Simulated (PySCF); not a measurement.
## Electronic structure of CH7Si (SMILES C[SiH4-]) (charge −1) in real space

The calculation's input:

```
{"job": {"kind": "nmr", "xc": "PBE0", "basis": "pcSseg-1", "pop": false}, "charge": -1, "multiplicity": 1}
C      1.125901    -0.218489     0.093115
Si    -0.798583     0.161898    -0.086997
H      1.306594    -1.279286     0.314398
H      1.625378     0.007164    -0.859507
H      1.589695     0.412469     0.863617
H     -1.349570    -0.192368     1.277846
H     -2.125730     0.616842    -0.800674
H     -0.443987     1.700163     0.074637
H     -0.929698    -1.208392    -0.876435
```

Run with:

```sh
OMP_NUM_THREADS=1 python ens_run.py task.json out
```

Geometry: PBE0-D3(BJ)/def2-TZVP; a saddle point, not a minimum.

Theory: PBE0/pcSseg-1, SCF density, gas phase, non-relativistic (PySCF 2.14.0).

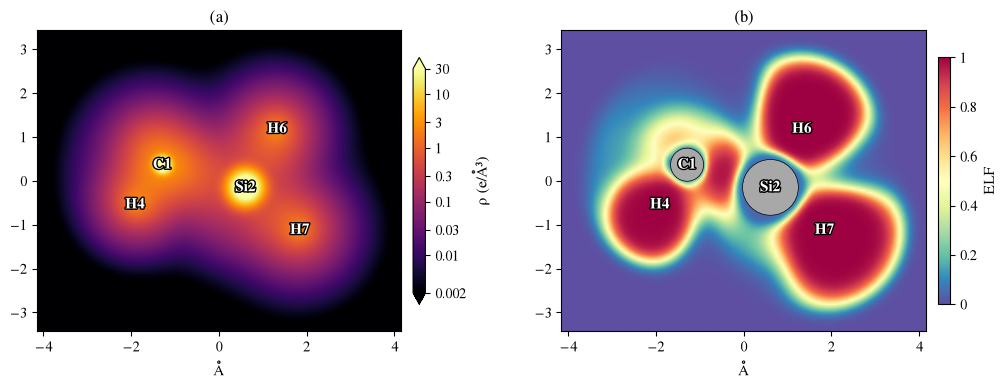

Figure 1. (a) electron density; (b) electron localisation function on the plane of atoms C1, Si2 and H7. Grey discs cover the atomic cores in the ELF map.

> Interpret the plot.

The section cuts through C, Si and H sites.
C–Si (1.97 Å): the density is about 0.81 e/Å³ at the midpoint; the ELF peaks at about 0.95 between the atoms: localised, covalent bonding.
C–H (1.10 Å): the density is about 1.8 e/Å³ at the midpoint; the ELF climbs to about 1 towards the hydrogen, as it does in any bond to H: a covalent bond by its length.
Si–H (1.51 Å): ρ is about 0.7 e/Å³ halfway; the ELF climbs to about 1 towards the hydrogen.

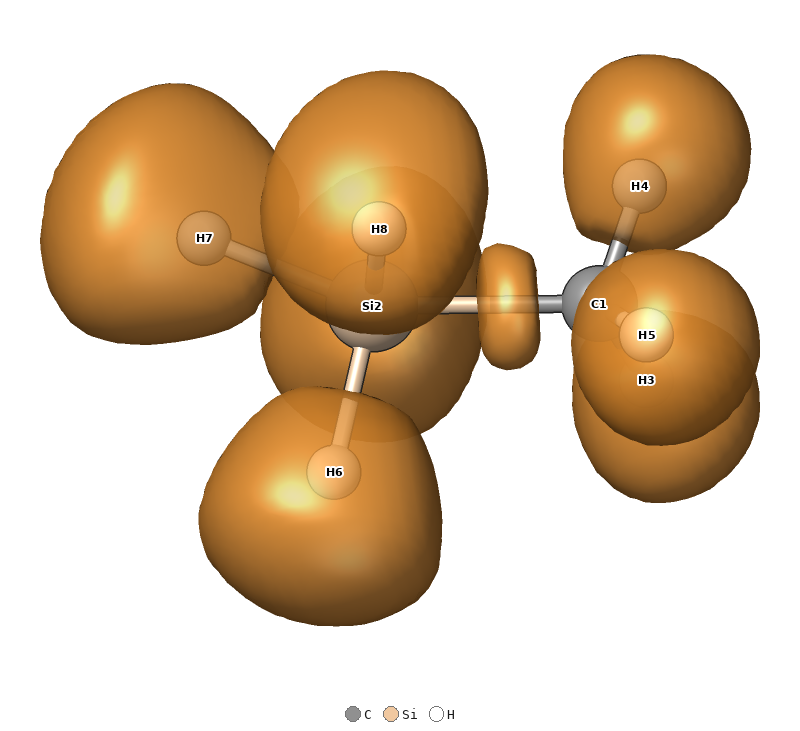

Figure 2. Isosurface of the ELF at 0.85 (orange), seen from one side. Core shells and regions of very low density are left out.

> Describe the localisation domains.

The ELF exceeds this value in one region between bonded C–Si atoms (shared pairs) and seven regions around hydrogen nuclei.
